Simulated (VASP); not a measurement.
Band structure of LiAl₃ (space group I4/mmm). Calculation: PBEsol GGA, VASP's PBE PAW potentials (set 64) (plane waves; VASP).

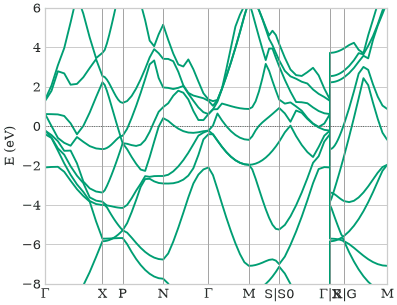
Fig. 1. Bands along high-symmetry lines, zero at the valence-band maximum or, without a gap, the Fermi level

Q: Read the plot: is there a gap, and where are the band edges?

A: It has no gap at this level: it comes out as a metal or semimetal. (Edges off the drawn lines would not show.)

The structure comes from a computed database's LiAl3 entry (I4/mmm); how it stands against other phases isn't given here. It was relaxed first.
